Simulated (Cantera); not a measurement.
Feed: 1 mol FeCl₂, 8.3 mol N₂, equilibrated at 0.130 Pa.

Cantera equilibrium calculation (NASA polynomials, part measured and part estimated; ideal gas, pure solids and liquids). Candidate condensed phases: Fe, FeCl₂, FeCl₃; 10 gas species. The numbers say what is thermodynamically allowed, not how fast it happens.

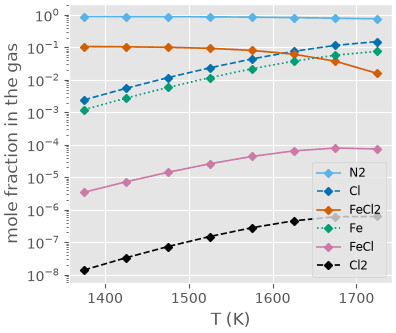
Figure: Equilibrium gas composition (values under 1e-9 drawn at 1e-9)

Question: Read off the mole fractions at 1725 K.

Answer: N₂ about 0.76, Cl about 0.15, Fe about 0.075, FeCl₂ about 0.016, FeCl about 7.4e-5, Cl₂ about 6.2e-7.
